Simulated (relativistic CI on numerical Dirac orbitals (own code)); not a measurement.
# Ag⁹⁺: one ion under different settings

How much do the settings matter for Ag⁹⁺? One ion, several inputs.

Program: relativistic CI on numerical Dirac orbitals (own code) version 3. Level of theory: Dirac-Coulomb-Breit CI, KLI orbitals optimised for each configuration, model QED (radiative potential, 1s self-energy scaled to tabulated hydrogen-like ionisation energies), numerical settings as typed. These are calculated values, not measurements, unless marked.

## 1. The system

| Item | Value |
| --- | --- |
| ion | Ag⁹⁺ (Ag X) |
| nuclear charge | 47 |
| electrons | 38 |
| isotope | A = 107 |

## 2. The usual input

Settings of the run:

```ini
atom Ag  Z=47  charge=9  electrons=38
nucleus A=107  rms_radius_fm=4.5454
hamiltonian dirac-coulomb  breit=on  qed=on  c_scale=1
orbitals kli  potential=per-configuration
slater_scale 1
correlation none
mixing on
grid step=0.0125 r_max=20.1
scf mixing=0.4 start=green max_iterations=150 tolerance=2e-08 node_fill=0.05
configurations
  [Kr] 4d2
  [Ar] 3d10 4s2 4p5 4d3
  [Kr] 4d 4f
  [Kr] 4d 5s
  [Kr] 4f2
end
```

On the command line:

```console
> python run_levels.py task.json out
```

The settings of every run stand in task.json; they run in order.

## 3. Speed-of-light factor 2, grid step 0.02, iteration limit 30

Settings of the run:

```ini
atom Ag  Z=47  charge=9  electrons=38
nucleus A=107  rms_radius_fm=4.5454
hamiltonian dirac-coulomb  breit=on  qed=on  c_scale=2
orbitals kli  potential=per-configuration
slater_scale 1
correlation none
mixing on
grid step=0.02 r_max=20.1
scf mixing=0.4 start=green max_iterations=30 tolerance=2e-08 node_fill=0.05
configurations
  [Kr] 4d2
  [Ar] 3d10 4s2 4p5 4d3
  [Kr] 4d 4f
  [Kr] 4d 5s
  [Kr] 4f2
end
```

## 4. Grid step 0.03

Settings of the run:

```ini
atom Ag  Z=47  charge=9  electrons=38
nucleus A=107  rms_radius_fm=4.5454
hamiltonian dirac-coulomb  breit=on  qed=on  c_scale=1
orbitals kli  potential=per-configuration
slater_scale 1
correlation none
mixing on
grid step=0.03 r_max=20.1
scf mixing=0.4 start=green max_iterations=150 tolerance=2e-08 node_fill=0.05
configurations
  [Kr] 4d2
  [Ar] 3d10 4s2 4p5 4d3
  [Kr] 4d 4f
  [Kr] 4d 5s
  [Kr] 4f2
end
```

## 5. Tolerance 1e-06, QED terms off, Breit term off

Settings of the run:

```ini
atom Ag  Z=47  charge=9  electrons=38
nucleus A=107  rms_radius_fm=4.5454
hamiltonian dirac-coulomb  breit=off  qed=off  c_scale=1
orbitals kli  potential=per-configuration
slater_scale 1
correlation none
mixing on
grid step=0.0125 r_max=20.1
scf mixing=0.4 start=green max_iterations=150 tolerance=1e-06 node_fill=0.05
configurations
  [Kr] 4d2
  [Ar] 3d10 4s2 4p5 4d3
  [Kr] 4d 4f
  [Kr] 4d 5s
  [Kr] 4f2
end
```

## 6. End of the grid 60.3, node fill 0.01, Slater scale 0.6

Settings of the run:

```ini
atom Ag  Z=47  charge=9  electrons=38
nucleus A=107  rms_radius_fm=4.5454
hamiltonian dirac-coulomb  breit=on  qed=on  c_scale=1
orbitals kli  potential=per-configuration
slater_scale 0.6
correlation none
mixing on
grid step=0.0125 r_max=60.3
scf mixing=0.4 start=green max_iterations=150 tolerance=2e-08 node_fill=0.01
configurations
  [Kr] 4d2
  [Ar] 3d10 4s2 4p5 4d3
  [Kr] 4d 4f
  [Kr] 4d 5s
  [Kr] 4f2
end
```

## 7. Potential mixing 1.8

Settings of the run:

```ini
atom Ag  Z=47  charge=9  electrons=38
nucleus A=107  rms_radius_fm=4.5454
hamiltonian dirac-coulomb  breit=on  qed=on  c_scale=1
orbitals kli  potential=per-configuration
slater_scale 1
correlation none
mixing on
grid step=0.0125 r_max=20.1
scf mixing=1.8 start=green max_iterations=53 tolerance=2e-08 node_fill=0.05
configurations
  [Kr] 4d2
  [Ar] 3d10 4s2 4p5 4d3
  [Kr] 4d 4f
  [Kr] 4d 5s
  [Kr] 4f2
end
```

(Steps that only read results are left out.)

What does the calculation give? Wanted: lowest level, usual settings; total energy; first excitation.

The runs gave:

| setting | total energy less usual (Ha) | largest shift of a level among the lowest eight of both runs, same label and place (cm⁻¹) | SCF iterations | time | lowest level | kind of change |
| --- | --- | --- | --- | --- | --- | --- |
| usual | 0 | 0 | 59 | 0.53 s | 4d2 3F2 | - |
| speed-of-light factor 2, grid step 0.02, iteration limit 30 | 85.9 | 9140 | 56 | 0.31 s | 4d2 3F2 | unphysical constant |
| grid step 0.03 | 0.000293 | 0.0127 | 56 | 0.22 s | 4d2 3F2 | numerical |
| tolerance 1e-06, QED terms off, Breit term off | -5.96 | 448 | 51 | 0.34 s | 4d2 3F2 | model term |
| end of the grid 60.3, node fill 0.01, Slater scale 0.6 | 0.0259 | 9540 | 55 | 0.42 s | 4d2 3F2 | model term |
| potential mixing 1.8 | 0 | 0 | 67 | 0.46 s | 4d2 3F2 | extreme, harmless here |

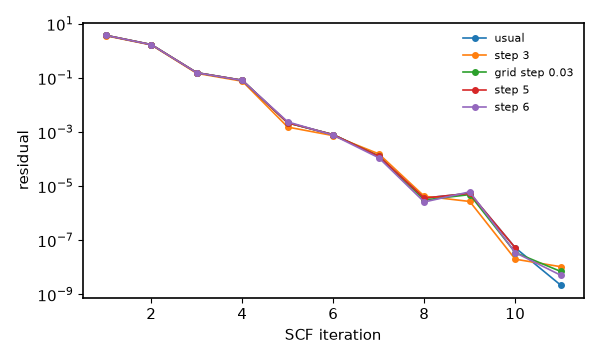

Residual of the first configuration's SCF.

```
                    quantity          value
lowest level, usual settings        4d2 3F2
                total energy  -5285.4881 Ha
            first excitation    5426.4 cm⁻¹
```

What this shows: Among the runs whose levels can be followed, they move most under «end of the grid 60.3, node fill 0.01, Slater scale 0.6» (model term), by up to 9540 cm⁻¹. No visible change in the result comes from «potential mixing 1.8». Only the listed configurations are in the model.
